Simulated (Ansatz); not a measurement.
GaCuSe2 (chalcopyrite)

```cif
data_Cu2Ga2Se4
_chemical_formula_sum 'Cu2 Ga2 Se4'
_space_group_name_H-M_alt 'P 1'
_space_group_IT_number 1
_cell_length_a 6.91380
_cell_length_b 6.91380
_cell_length_c 6.91380
_cell_angle_alpha 131.566
_cell_angle_beta 131.566
_cell_angle_gamma 70.916
loop_
_space_group_symop_operation_xyz
  'x, y, z'
loop_
_atom_site_label
_atom_site_type_symbol
_atom_site_fract_x
_atom_site_fract_y
_atom_site_fract_z
_atom_site_occupancy
Cu1 Cu 0.75000 0.25000 0.50000 1
Cu2 Cu 0.00000 0.00000 0.00000 1
Ga1 Ga 0.25000 0.75000 0.50000 1
Ga2 Ga 0.50000 0.50000 0.00000 1
Se1 Se 0.11877 0.12500 0.49377 1
Se2 Se 0.63123 0.62500 0.50623 1
Se3 Se 0.37500 0.88123 0.00623 1
Se4 Se 0.87500 0.36877 0.99377 1
```

The volume is varied about the relaxed value V₀ at fixed cell shape. The atoms relax within the cell's symmetry.

Calculation: PBE (plane waves to 420 eV, PAW, scalar-relativistic; Ansatz, an electronic-structure program). k mesh 8×8×8 (Γ-centred), Fermi-Dirac smearing 0.05 eV. Energies are smeared free energies. With the shape held, the modulus is that of even scaling; a crystal free to change shape is softer. At this level the bands of GaCuSe2 touch or barely overlap; measurements give the solid a gap. GaCuSe2 is run without spin polarisation. GaCuSe2 was relaxed with its symmetry unable to fall. The PAW data are Ansatz's earlier set. The zero of ΔE is the relaxed starting cell.

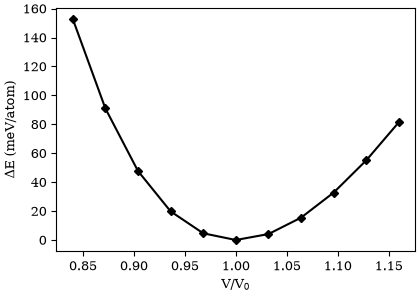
*ΔE (meV/atom) against V/V₀; markers are the computed points, lines only join them.*

### Question
What is ΔE at V/V₀ = 0.840?

### Answer
About 150 meV/atom.

### Question
What is ΔE at V/V₀ = 1.160?

### Answer
About 82 meV/atom.

### Question
What bulk modulus at fixed cell shape B₀ follows from a third-order Birch-Murnaghan fit?

### Answer
About 60 GPa.

(Under strain, the slope of the energy per volume gives the stress and its curvature an elastic modulus.)
